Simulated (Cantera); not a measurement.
Charge: 1 mol TEOS, 1 mol NO, 130 mol N2, held at 1.90 mbar.

Equilibrium computed with Cantera from the NASA thermochemical tables; the gas is ideal and each condensed phase is pure. Candidate condensed phases: C, C6H6, C7H8, C8H18, H2O, Si, SiC, SiO2, Si2N2O, Si3N4; 151 gas species. The feed counts by its element totals alone. The tables' values for SiN are old estimates; treat these amounts as uncertain. The numbers say what is thermodynamically allowed, not how fast it happens.

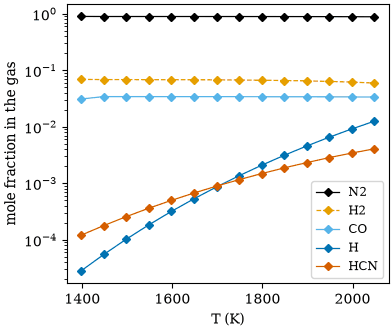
Fig. 1. Equilibrium gas composition (values under 1e-9 drawn at 1e-9)

At 1398 K the condensed part is C(graphite) + Si2N2O(s). From 1448 K to 2048 K the condensed part is C(graphite) + SiC(s). The main Si-bearing gas is SiO at 1398 K and Si at 2048 K. The share of Si in condensed phases is highest at 1398 K (99.6 %) and lowest at 2048 K (51.5 %).
